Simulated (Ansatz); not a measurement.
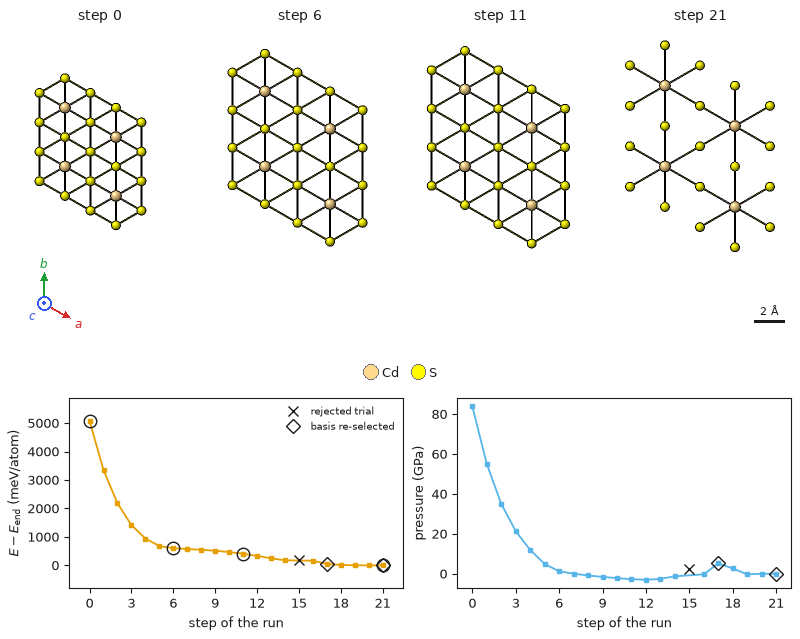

Frames of a relaxation of a crystal of CdS4 (a generated structure, set up in P6/mmm) (coarse preliminary run), marked on the history of the run. The picture is a ball-and-stick view of the cell of the calculation, seen along the c axis.

These are results of DFT PBE, scalar-relativistic, plane waves, PAW (Ansatz 0.2.0), not measurements. Set-up: plane-wave cutoff 420 eV; k-point mesh 6 × 6 × 2; occupations gaussian; smearing width 0.1 eV; no spin polarisation; cell and atoms relaxed; force threshold 0.04 eV/Å; at most 70 steps.

Describe the path.

After 18 accepted moves (21 points after the start) the energy has fallen by 5078 meV per atom. All forces vanish by symmetry, so only the cell relaxes. The pressure goes from 83.86 to 0.00 GPa. The line search rejected the trial step at point 15 of the run. At 2 points the geometry stayed and the basis and grid were re-selected for the new cell (energy shift of 114 meV per atom at most each time). The atoms keep their places relative to the cell (all moves are under 0.005 Å). The volume changes by −5.2 %, with a = b 3.948 → 5.422 Å (+37.3 %), c 9.911 → 4.979 Å (−49.8 %). Among the contacts that change: Cd–S 4.955 → 2.490 Å, Cd–S 1.974 → 2.711 Å, S–S 1.974 → 2.711 Å. New bonds form, among them: Cd–S (4.96 → 2.49 Å). Bonds break, among them: S–S (1.97 → 2.71 Å). The space group stays P6/mmm (No. 191). From step 0 to 6: volume +50.6 %, energy −4477 meV per atom. From step 6 to 11: volume −22.8 %, energy −193 meV per atom. From step 11 to 21: volume −18.5 %, energy −408 meV per atom.

```tsv
step	E − E(0), meV/atom	pressure, GPa	volume, Å³/atom	note
0	0.00	83.86	26.762	
1	-1728.08	55.02	29.405	
2	-2895.76	35.00	32.169	
3	-3661.48	21.40	35.031	
4	-4134.88	11.92	37.966	
5	-4396.00	4.91	40.400	
6	-4476.58	1.25	40.306	
7	-4503.82	0.04	38.801	
8	-4530.68	-0.85	37.077	
9	-4564.78	-1.56	35.180	
10	-4610.26	-2.17	33.188	
11	-4670.00	-2.71	31.125	
12	-4744.60	-3.02	29.003	
13	-4829.09	-2.53	26.758	
14	-4899.40	-1.27	24.567	
15	-4898.61	2.23	22.394	rejected
16	-4914.58	-0.28	23.532	
17	-5028.20	5.21	23.532	same geometry, new basis
18	-5062.14	2.68	24.311	
19	-5077.14	-0.26	25.479	
20	-5077.34	0.00	25.358	
21	-5077.52	0.00	25.358	same geometry, new basis
```
